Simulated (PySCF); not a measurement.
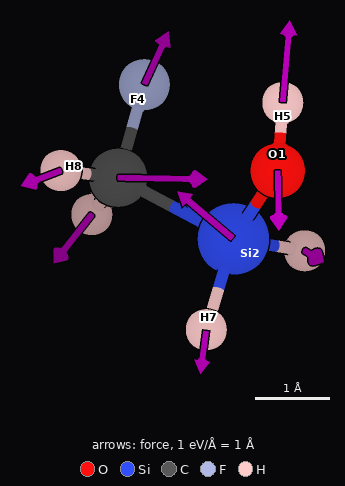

Starting geometry of CH₅FOSi with the computed forces as purple arrows. Style: ball-and-stick. Shown from a free direction.

The start comes from GFN2-xTB. Its atoms were then displaced at random by about 0.01 Å.

Method: PBE0-D3(BJ)/def2-SVP geometry optimisation, gas phase (PySCF 2.14.0, density-fitted response routines). 

### Is this structure relaxed? If not, where do the atoms go?

It isn't relaxed: the largest force vector, on the C atom, is 1.46 eV/Å. The final displacements have little in common with the starting forces (cosine between the two patterns 0.17). After 12 geometry steps the energy has fallen by 0.109 eV. The atom that moves furthest after the best rigid fit is an H atom (0.16 Å). By element the largest moves are H 0.16 Å, F 0.12 Å, O 0.12 Å, Si 0.06 Å, C 0.01 Å. Near-neighbour distances that change, for instance: C–Si 1.935 → 1.895 Å, C–H 1.075 → 1.106 Å, H–Si 1.460 → 1.489 Å, H–O 0.941 → 0.961 Å. Bond angles that change, for instance: H–Si–H 114.7° → 110.7°, H–C–H 111.2° → 107.2°, O–Si–H 103.2° → 106.5°. The run took 29 s on 1 thread of Arm Neoverse V1, with other jobs on the host.
